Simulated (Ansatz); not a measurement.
# From PBE to G0W0: CdSe (Cadmoselite), part 2 of 2

How far does one-shot GW move the PBE gap of CdSe (Cadmoselite)?

Ansatz 0.2.0; PBE, then G0W0 on it, plane waves, PAW. Known limits of the many-body steps: finite bands, screening cutoff and k mesh; no spin-orbit coupling in G0W0; d shells not analysed.

So far. Step 2 (Bands along the symmetry lines): Over mesh and path the gap is 0.701 eV, direct, at k = Γ.

The database entry behind the starting cell differs from later determinations by our own check (inner coordinate of an old entry), so it need not match the best structure at ambient conditions.

## (3) The quasiparticle correction

G0W0 replaces the xc potential by a self-energy built once from the orbitals of the start. Levels are corrected in the window of bands that the input names, at points of the mesh.

This step: G0W0 on PBE, plane waves, PAW.

input.yaml

```yaml
crystal:
  lattice:
    - [4.3, 0.0, 0.0]
    - [-2.15, 3.7239092363, 0.0]
    - [0.0, 0.0, 7.02]
  atoms:
    - { symbol: Cd, position: [0.3333333333, 0.6666666667, 0.0] }
    - { symbol: Cd, position: [0.6666666667, 0.3333333333, 0.5] }
    - { symbol: Se, position: [0.3333333333, 0.6666666667, 0.385] }
    - { symbol: Se, position: [0.6666666667, 0.3333333333, 0.885] }
kpoints:
  mp_grid: { grid: [6, 6, 4] }
hamiltonian:
  xc: pbe
  pseudopotentials: { kind: paw, source: ansatz }
scf:
  occupations: { method: fixed }
gw:
  n_empty_bands: 1890
  ecut_chi: 380
  qp_bands: [v2, c2]
  qp_kpoints: band_edges
  screening: { model: contour_deformation }
```

Command:

```console
> ansatz run input.yaml --threads 3 --pin off --max-ram 92160MiB --backend cuda --events-out ev --progress --plain --runs-dir out --devices 1 --max-vram 13GiB
```

Numbers of over 12 decimals in the logs are rounded to 6 here.

The program printed:

```text
GPUs: using 1 of 1 available (devices: 1).
[...]
GPU FFT provider: cuFFT
GPU libraries: cuBLAS 13.8.2, cuFFT 12.4.0, cuSOLVER 12.3.4
Crystal: 4 atoms, lattice volume = 112.410 Å³
Basis set: ecut = 580 eV, 3573 PW (Γ)
Bands: 44, of which v1, the nominal top of the filled ones, is band 36 counted from 1 (35 counted from 0)
Symmetry: 12 space group operations
[...]
k-points: 21 of 144 (time reversal used)
[...]
GPU buffer pool allocated for 77760 grid points (all kernels)
[...]
SCF iter   1: F=—  HF=-27453.832892 eV  |F-HF|=—  |Δ(HF+E_count)|=         —  Δρ=5.78e-2  dr2=3.70e0  ethr=3.10e-3  ⟨swp⟩=3.9  Hψ=2754  notcnv=0  defer=110
[...]
SCF iter   8: F=-27452.502929 eV  HF=-27452.502928 eV  |F-HF|=3.19e-7  |Δ(HF+E_count)|=   8.12e-6  Δρ=7.37e-6  dr2=8.20e-8  ethr=1.39e-10  ⟨swp⟩=8.8  Hψ=4250  notcnv=0
SCF 1 converged in 8 iterations: F = -27452.502929 eV  dr2 = 8.20e-8
[...]
NSCF: frozen V_eff on 21 k-points, pencils in batches of 32, up to order 176
the band table was solved once the SCF had ended and its energy, with any forces and stress, was formed, with the checks that follow a solve (3562 applications of the Hamiltonian). They found nothing against the state; the energy, forces and stress were not computed again (output.eigenvalues in the input reference)
[...]
NSCF: frozen V_eff on 21 k-points
G₀W₀ screening: q 1/21
[... further progress lines ...]
SCF converged after 8 iterations
Free energy (F): -27452.502929 eV
[...]
Internal energy: -27452.502929 eV  (E = F + TS)
E sigma→0 (E₀):  -27452.502929 eV
Fermi energy:    7.779340 eV
[...]
--- Band table (eV; the first three rows and the last of 21) ---
  k-point 0: bands = [... 32 lower, 7.0637, 7.7676, 7.7793, 7.7793, 8.4807, 9.9010, 13.6703, 13.6703, ... 4 higher]
  k-point 1: bands = [... 32 lower, 7.1615, 7.1615, 7.6668, 7.6668, 9.5064, 10.0050, 13.4782, 13.7521, ... 4 higher]
  k-point 2: bands = [... 32 lower, 7.4067, 7.4067, 7.4067, 7.4067, 10.1180, 10.1180, 13.6002, 13.6002, ... 4 higher]
  k-point 20: bands = [... 32 lower, 5.2970, 5.2970, 6.7244, 6.7244, 11.5809, 11.5809, 13.6976, 13.6976, ... 4 higher]
--- G₀W₀: contour deformation, 8 samples at zero and on the imaginary axis and 2 off it, 144 q-points, 1890 empty bands' worth ---
  eigenvalues of the whole cell's RPA ε∞ on this k-mesh (on a slab, of 1 + 4πα/V) = 10.9562, 11.2929, 11.2929; static W/v taken at q = 0 is 0.089294
  bands read: the sum over 1926 bands ends inside a degenerate multiplet in 3 slots, whose members it reads at an even weight; the widest, k=2: bands 1925 to 1928 (counted from 1) at 2/4 each
  gw.qp_kpoints: band_edges: 14 of 21 stored k-points solved, in 1 pass; an edge of the gap read off the rows below is read off those points alone
    valence top: of the k-points left out ik 12 came nearest to being solved in a further pass, in band 36 (counted from 1, as in the quasiparticle table): it holds the edge there only if its correction is more favourable than any solved in that band by at least 0.559 eV; those differ by 0.058 eV
    conduction bottom: of the k-points left out ik 12 came nearest to being solved in a further pass, in band 37 (counted from 1, as in the quasiparticle table): it holds the edge there only if its correction is more favourable than any solved in that band by at least 2.325 eV; those differ by 0.219 eV
  `?` marks the rows in doubt; gw_qp.tsv's column doubts and the gw_qp event give each row's grounds
    ik  band        ε_KS         Σx   Σc(E_QP)       V_xc       Z   E_QP_lin       E_QP  E_QP is
     0    35      7.7793   -19.9292     1.4781   -17.4819  0.7335     6.8640     6.8101  root ?
     0    36      7.7793   -19.9292     1.4781   -17.4819  0.7335     6.8640     6.8101  root ?
     0    37      8.4807    -9.4631    -3.5357   -12.8672  0.7678     8.3499     8.3490  root
     0    38      9.9010    -8.5066    -3.9777   -12.4862  0.7628     9.9028     9.9028  root
     1    35      7.6668   -19.7791     1.5216   -17.2784  0.7326     6.7437     6.6877  root ?
     1    36      7.6668   -19.7791     1.5216   -17.2784  0.7326     6.7437     6.6877  root ?
     1    37      9.5064   -10.6689    -3.4083   -13.9092  0.7569     9.3398     9.3384  root
     1    38     10.0050    -8.5323    -3.9973   -12.5287  0.7617    10.0040    10.0040  root
     2    35      7.4067   -19.4348     1.6098   -16.8271  0.7306     6.4681     6.4087  root
     2    36      7.4067   -19.4348     1.6098   -16.8271  0.7306     6.4681     6.4087  root
     2    37     10.1180    -9.1525    -3.9449   -13.0612  0.7577    10.0819    10.0818  root
     2    38     10.1180    -9.1525    -3.9449   -13.0612  0.7577    10.0819    10.0818  root
     3    35      7.5637   -19.6188     1.5500   -17.0829  0.7318     6.6351     6.5778  root
     3    36      7.5805   -19.0893     1.5097   -16.6006  0.7306     6.6567     6.6015  root ?
     3    37      9.7964   -10.5103    -3.5223   -13.8907  0.7565     9.6556     9.6545  root
     3    38     10.8874    -8.9947    -4.1401   -13.1583  0.7530    10.9110    10.9109  root
     4    35      7.3009   -18.9377     1.6062   -16.3413  0.7287     6.3670     6.3107  root
     4    36      7.4289   -19.4294     1.5955   -16.8402  0.7306     6.4935     6.4352  root
     4    37     10.2744   -10.1084    -3.7645   -13.7731  0.7535    10.1751    10.1746  root
     4    38     10.9761    -9.0456    -4.1840   -13.2559  0.7515    11.0024    11.0023  root
     5    35      7.1238   -19.0215     1.6938   -16.3184  0.7279     6.1744     6.1145  root
     5    36      7.1238   -19.0215     1.6938   -16.3184  0.7279     6.1744     6.1145  root
     5    37     10.9682    -9.4472    -4.1715   -13.6139  0.7481    10.9633    10.9633  root
     5    38     10.9682    -9.4472    -4.1715   -13.6139  0.7481    10.9633    10.9633  root
     6    35      7.0146   -18.3128     1.7013   -15.6090  0.7255     6.0690     6.0121  root
     6    36      7.1463   -19.0336     1.6910   -16.3305  0.7278     6.1954     6.1342  root
     6    37     10.7885    -9.2185    -4.1123   -13.3253  0.7521    10.7830    10.7830  root
     6    38     11.2063    -7.8573    -4.0626   -11.9264  0.7583    11.2129    11.2129  root
     7    35      6.9852   -18.8149     1.7408   -16.0569  0.7262     6.0289     5.9681  root
     7    36      6.9979   -18.5137     1.7308   -15.7721  0.7251     6.0460     5.9871  root
     7    37     10.6273    -8.1971    -3.9907   -12.1565  0.7596    10.5960    10.5959  root
     7    38     11.3357    -8.1787    -4.1647   -12.3651  0.7545    11.3574    11.3574  root
     8    35      6.6268   -18.3542     1.8558   -15.4711  0.7219     5.6597     5.5995  root
     8    36      6.6268   -18.3542     1.8558   -15.4711  0.7219     5.6597     5.5995  root
     8    37     11.0226    -8.0452    -4.0552   -12.0791  0.7576    11.0013    11.0013  root
     8    38     11.0226    -8.0452    -4.0552   -12.0791  0.7576    11.0013    11.0013  root
     9    35      6.5438   -17.7810     1.8763   -14.8887  0.7202     5.5832     5.5278  root
     9    36      6.9484   -18.7493     1.7526   -15.9744  0.7258     5.9884     5.9261  root
     9    37     11.0104    -8.7681    -4.2012   -12.9962  0.7527    11.0374    11.0373  root
     9    38     11.0937    -7.7398    -3.9679   -11.6921  0.7610    11.0781    11.0781  root
    10    35      6.7212   -18.1354     1.8275   -15.2860  0.7222     5.7589     5.6994  root
    10    36      6.7786   -18.5246     1.8054   -15.6929  0.7238     5.8141     5.7523  root
    10    37     10.6169    -7.9754    -3.9623   -11.9109  0.7617    10.5901    10.5901  root
    10    38     11.1463    -7.8320    -4.0157   -11.8335  0.7594    11.1320    11.1320  root
    11    35      6.4896   -17.9744     1.8771   -15.0812  0.7190     5.5298     5.4735  root
    11    36      6.4896   -17.9744     1.8771   -15.0812  0.7190     5.5298     5.4735  root
    11    37     10.7726    -7.8264    -3.9492   -11.7371  0.7620    10.7343    10.7342  root
    11    38     10.7726    -7.8264    -3.9492   -11.7371  0.7620    10.7343    10.7342  root
    17    35      6.6290   -18.0620     1.8370   -15.2045  0.7209     5.6673     5.6086  root
    17    36      6.6290   -18.0620     1.8370   -15.2045  0.7209     5.6673     5.6086  root
    17    37     11.3511    -8.2443    -4.1432   -12.3938  0.7545    11.3573    11.3573  root
    17    38     11.3511    -8.2443    -4.1432   -12.3938  0.7545    11.3573    11.3573  root
    20    35      6.7244   -18.1792     1.8206   -15.3333  0.7218     5.7601     5.6991  root
    20    36      6.7244   -18.1792     1.8206   -15.3333  0.7218     5.7601     5.6991  root
    20    37     11.5809    -8.1544    -4.2575   -12.4630  0.7534    11.6322    11.6320  root
    20    38     11.5809    -8.1544    -4.2575   -12.4630  0.7534    11.6322    11.6320  root
```

It took 19 min on 1 × NVIDIA H100 80GB HBM3 (shared by 6 runs) with 3 threads of AMD EPYC 7R13 (Zen 3), shared host; peak memory 18 GiB.

Numbers from this step:

- bands summed: 1926
- RPA ε∞ on this mesh (eigenvalues): 10.96, 11.29, 11.29
- plane waves in the screening matrix: 1847
- q-points in the mesh: 144
- G0W0 gap over the corrected points: 1.539 eV
- k of the valence top: 0, 0, 0
- k of the conduction bottom: 0, 0, 0
- starting gap on the mesh: 0.7013 eV
- Z at the valence top: 0.7335
- Z at the conduction bottom: 0.7678
- least direct G0W0 gap over the corrected points: 1.539 eV

Over 14 of 21 irreducible mesh points the G0W0 gap is 1.539 eV, direct, at k = Γ. The PBE gap of this run on the mesh is 0.701 eV. The two states that bound the G0W0 gap lie that far apart at the start, so the correction of the gap is 1.539 − 0.701 = +0.838 eV. The start of this run differs from the step before in files (soft_1 PAW and hard PAW) and plane-wave cutoff (420 eV and 580 eV). The program marks 5 of the 56 corrected levels as in doubt (Σc rises), among them the valence top.

Labels follow the order of the start: v1 is the top filled band, c1 the lowest empty one; levels that stay degenerate share a row, the window can cut a multiplet, doubted levels are not marked in this list, bands outside the window were not corrected, and the list may be a part of the corrected levels. Levels before and after the correction, in eV, zero at the valence-band top of each column:

|  | conduction bottom | valence top |
| --- | --- | --- |
| Kohn-Sham | 0.70 | 0.00 |
| G0W0 | 1.54 | 0.00 |

```
             level  occupation  energy (eV)
Kohn-Sham  Γ v2-v1           2        0.000
Kohn-Sham     Γ c1           0        0.701
Kohn-Sham     Γ c2           0        2.122
     G0W0  Γ v2-v1           2        0.000
     G0W0     Γ c1           0        1.539
     G0W0     Γ c2           0        3.093
```

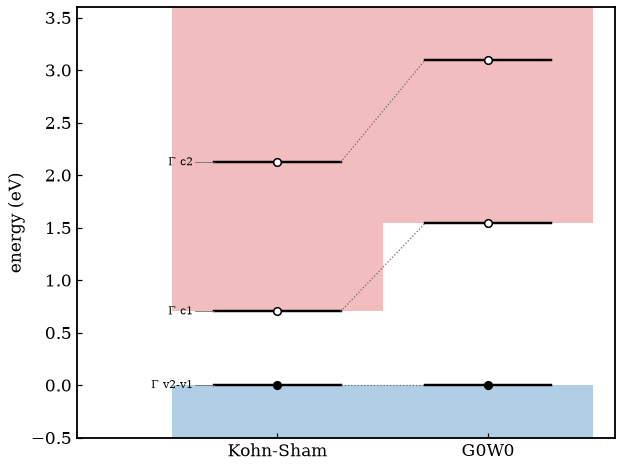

Levels before and after the correction. Shaded: valence and conduction bands. Filled marks are occupied levels, open marks empty ones.

The parts of the quasiparticle energy for the two states that bound the G0W0 gap, in eV on the run's own scale (QP = start + Σx + Σc − Vxc, with Σc at the quasiparticle energy):

```csv
edge,k,band,start,Σx,Σc,Vxc,Z,QP
valence top,Γ,35,7.779,−19.929,1.478,−17.482,0.734,6.810
conduction bottom,Γ,37,8.481,−9.463,−3.536,−12.867,0.768,8.349
```

## (4) Side by side

Each gap is the least one over the points named; times are wall times on shared hosts, not benchmarks. A G0W0 time includes the run's own self-consistent start. Rows marked * are further runs, not shown as steps, whose inputs differ from the G0W0 step on the same start in the columns given; solver thresholds can differ too. Rows marked ? have an edge level that the program doubts.

```csv
level,mesh,"files, cutoff","bands summed, screening",points,gap (eV),valence top,conduction bottom,least direct gap (eV),time
PBE,6×6×4,"soft_1 PAW, 420 eV",-,mesh and path,0.701,Γ,Γ,0.701,14 s
G0W0@PBE*?,6×6×4,"hard PAW, 580 eV","504, 150 eV",14 of 21 irreducible mesh points,1.357,Γ,Γ,1.357,80 s
G0W0@PBE*?,6×6×4,"hard PAW, 580 eV","1044, 250 eV",14 of 21 irreducible mesh points,1.474,Γ,Γ,1.474,3.1 min
G0W0@PBE?,6×6×4,"hard PAW, 580 eV","1926, 380 eV",14 of 21 irreducible mesh points,1.539,Γ,Γ,1.539,19 min
```

## (5) Results

- PBE gap over mesh and path: 0.701 eV, direct, at k = Γ
- G0W0@PBE gap over 14 of 21 irreducible mesh points: 1.539 eV, direct, at k = Γ
- GW settings: 6×6×4 mesh, 1890 empty bands, screening to 380 eV, hard PAW files
- known limits: finite bands, screening cutoff and k mesh; no spin-orbit coupling in G0W0; d shells not analysed

Over 14 of 21 irreducible mesh points the G0W0 gap is 1.539 eV, direct, at k = Γ. The PBE gap of this run on the mesh is 0.701 eV. The two states that bound the G0W0 gap lie that far apart at the start, so the correction of the gap is 1.539 − 0.701 = +0.838 eV. The valence state moves by 6.810 − 7.779 = −0.969 eV and the conduction state by 8.349 − 8.481 = −0.132 eV, on the run's own scale; how far single levels stand from their limit in bands is not shown. Both edges that PBE shows over mesh and path lie at k points where levels were corrected. Levels at other points were not corrected, so a lower G0W0 gap elsewhere in the zone is not ruled out. From 504 bands and 150 eV to 1926 bands and 380 eV the gap moves by 1.539 − 1.357 = +0.182 eV (rung by rung 1.357, 1.474, 1.539 eV); bands and screening cutoff rise together, so their parts are not told apart. An edge row is in doubt in the runs with 504, 1044 and 1926 bands, so no limit is drawn and it is not known. For the G0W0 step: the program marks 5 of the 56 corrected levels as in doubt (Σc rises), among them the valence top. The G0W0 runs are scalar-relativistic. One-shot GW is known to converge slowly in bands for compounds with shallow d shells. The cell holds Cd; the filling of the d shell and its place against the gap were not analysed here. No pair of G0W0 runs that differ in the mesh alone is shown (6×6×4 is a supercell whose nearest images lie 26 Å apart), so the error from the mesh is not known here. G0W0 is shown with one set of atomic data (hard PAW), so the error from the files is not known here. Failed or unusable runs on PBE in this series, left out of the table: G0W0@PBE (12×12×6 mesh, hard PAW files, 580 eV, 468 empty bands) reached its time limit after 7.1 min.

[Paths, hosts, dates, memory and timing lines, banners, echoed tables and standing remarks are left out of the program output.]

[Logs are printed without paths, hosts, clocks, repeated set-up lines and the standing remarks that a program may print on its own settings, such as how far it seeks lower states.]

[Runs of the session that timed out or met a known fault of the program may be left out.]

[Cells called generated may have been cut or substituted from an entry of the Crystallography Open Database or the Materials Project.]

[Hosts, paths, dates, database ids (printed as entryN), source tags and the programs' standing remarks are cut or masked in the printed files.]

[Where an RPA ε∞ is given, it is that of the G0W0 mesh and is not shown converged in it. Names of k-points follow the symmetry that the program found, which can be lower than the space group named. Band edges on a path are those of the sampled points; other points can move an edge, and change direct to indirect where valleys lie close.]

[Hybrid gaps are those of their k-mesh and are not shown converged in it.]
